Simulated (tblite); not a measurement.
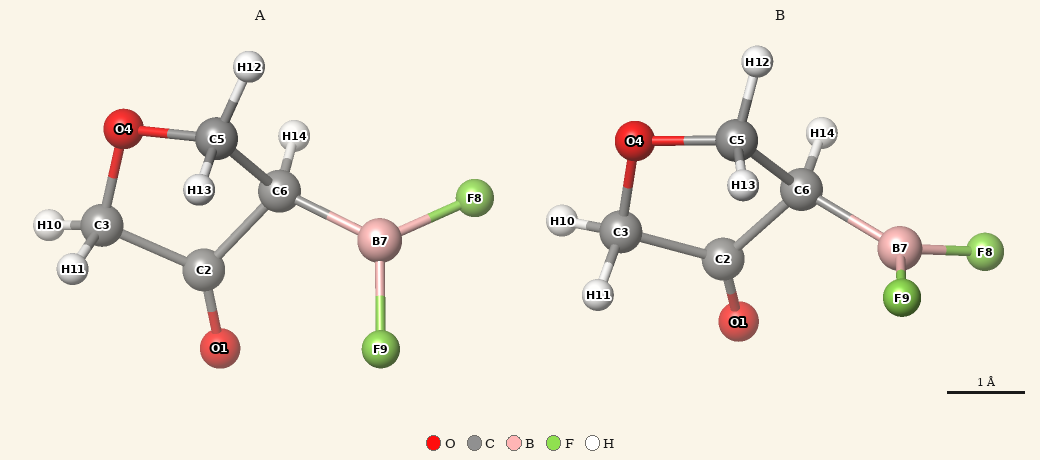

Two geometries of C4H5BF2O2, drawn at one scale. One is the start of a relaxation, the other its converged end. Style: ball-and-stick. Shown at a tilt.

These are results of tblite 0.8.0, GFN2-xTB geometry optimisation, gas phase, not measurements. 

Question: Which one is relaxed?

Answer: Structure B is the relaxed one. Over 100 geometry steps the energy falls by 115.2 kJ/mol. The largest move after the best rigid fit is that of F9, 1.07 Å. Largest moves by element: F 1.07 Å, O 0.61 Å, H 0.39 Å, C 0.25 Å, B 0.12 Å. Among the contacts that change: B7–F9 1.451 → 1.315 Å, B7–F8 1.444 → 1.310 Å, C3–O4 1.378 → 1.402 Å, C6–B7 1.559 → 1.583 Å. Bond angles that change, for instance: O4–C5–C6 98.6° → 106.4°, O4–C5–H12 114.2° → 107.5°, C6–B7–F8 117.3° → 123.3°. The run took 0.57 s on 1 thread of Arm Neoverse V1 (shared host).
